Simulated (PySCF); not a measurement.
# CF4, SMILES `FC(F)(F)F`: electronic structure

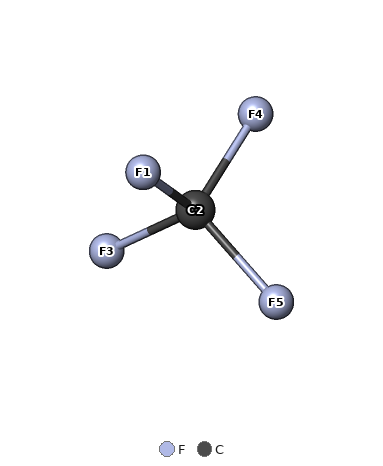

The molecule, with its atoms numbered as below. No frequency check shows the geometry to be a minimum.

Geometry (Å), atoms numbered from 1:

```
F1      -0.7587    0.7135    0.8013
C2       0.0000    0.0000   -0.0001
F3      -0.7587   -0.7135   -0.8013
F4       0.7587    0.8013   -0.7135
F5       0.7587   -0.8013    0.7135
```

## 1. Bonding charge

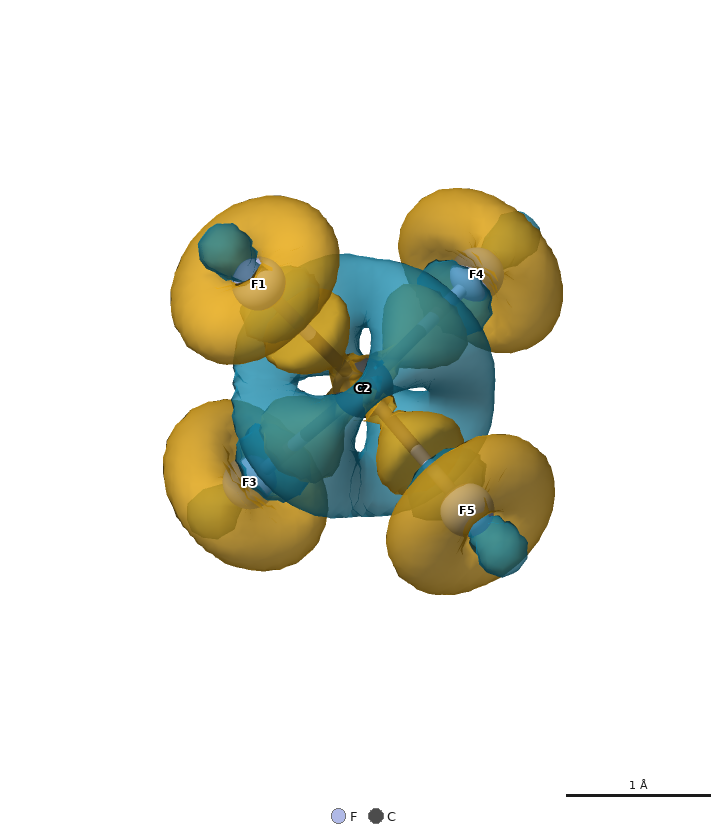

Deformation density (molecule less spherical, spin-averaged free atoms at the same positions), surfaces at ±0.12 e/Å³; yellow: gain, teal: loss.

Method: B3LYP/def2-SVPD; geometry: GFN2-xTB; program: PySCF.

Describe the bonding that the map shows.

Answer. C2–F4, C2–F3, F1–C2 and C2–F5: +0.24 e/Å³ at the bond critical point (bond length 1.31 Å). In all, 1.1 electrons gather in the regions of gain relative to the promolecule.

Where do the Hirshfeld charges lie?

Answer. The highest Hirshfeld charge is on C2 (+0.35 e), the lowest on F1, F3, F4 and F5 (−0.09 e).

```tsv
atom	charge (e)
F1	−0.09
C2	+0.35
F3	−0.09
F4	−0.09
F5	−0.09
```

## 2. Bond critical points

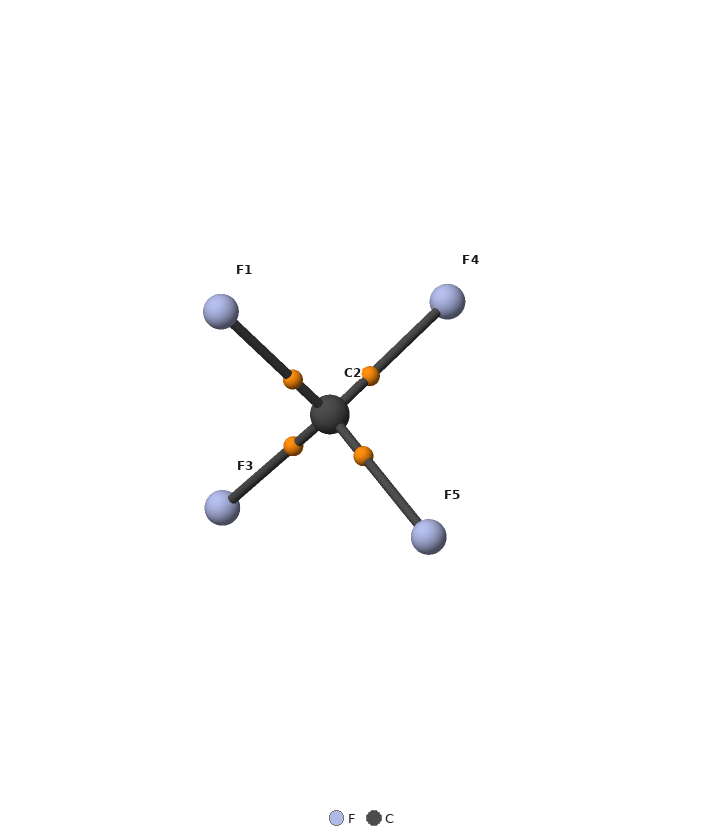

Molecular graph of the electron density (QTAIM): bond paths, bond critical points (orange), ring points (yellow, if any); weak paths are dashed.

How many critical points of each kind are there, and does the count close?

Answer. 5 nuclei, 4 bond, 0 ring and 0 cage critical points: 5 − 4 + 0 − 0 = 1, as the Poincaré–Hopf relation requires.

Give the properties at the bond critical points.

Answer.
| bond | length (Å) | ρ (a.u.) | ∇²ρ (a.u.) | ε | H (a.u.) |
| --- | --- | --- | --- | --- | --- |
| C2–F4 (4 alike) | 1.314 | 0.301 | −0.31 | 0.00 | −0.469 |

What kind of interaction is C2–F4?

Answer. Shared-shell (covalent): ρ = 0.301, ∇²ρ = −0.31, H = −0.469 a.u.

## 3. Local ionisation energy

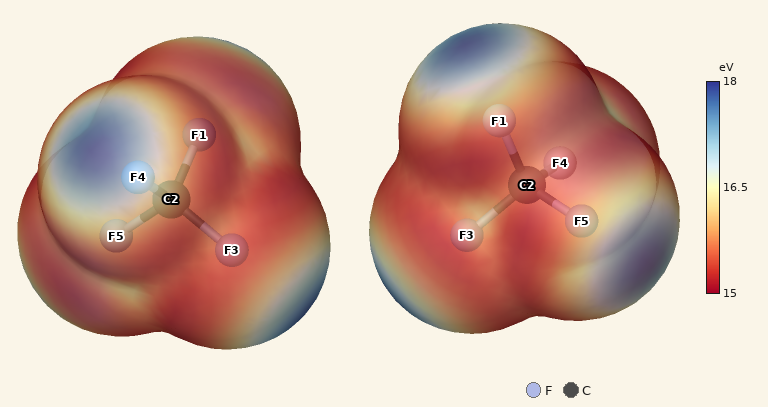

Average local ionisation energy on the surface of electron density 0.001 a.u. (back view left, front view right).

Where are the most loosely bound electrons on this surface?

Answer. The lowest value is 15.1 eV, 1.7 Å from F1, and at like points elsewhere. For comparison, the highest occupied orbital lies at −12.5 eV.

## 4. In an electric field

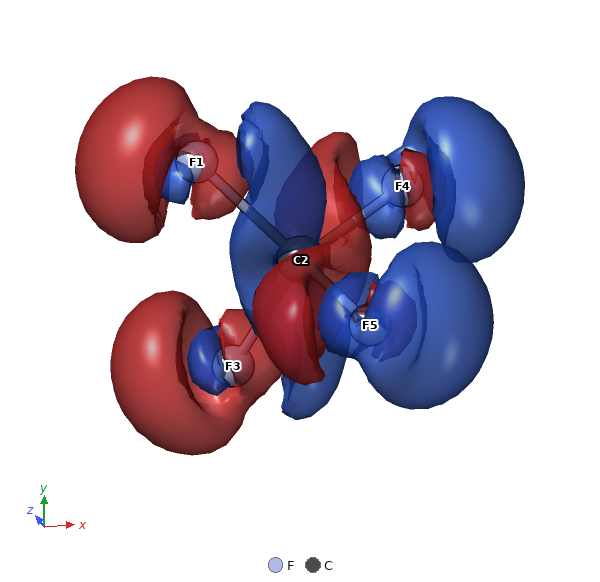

Change of the electron density in a uniform field of 0.21 V/Å, surfaces at ±0.0015 e/Å³ (blue: gain, red: loss).

Computed with PySCF, B3LYP/def2-SVPD, geometry: GFN2-xTB.

The field was applied in both directions; the picture shows the one opposite to the script's first.

Along which Cartesian direction does the field point?

Answer. Along −x: electrons gather on the +x side, against the field.

How large is the response?

Answer. The induced dipole is 0.19 D (along the field); α along this axis, from the fields in both directions, is 19 bohr³ (2.8 Å³).

The PySCF runs shown took 4.8 s and 10 s on 1 thread of Intel(R) Xeon(R) Platinum 8488C (Sapphire Rapids) (shared host).
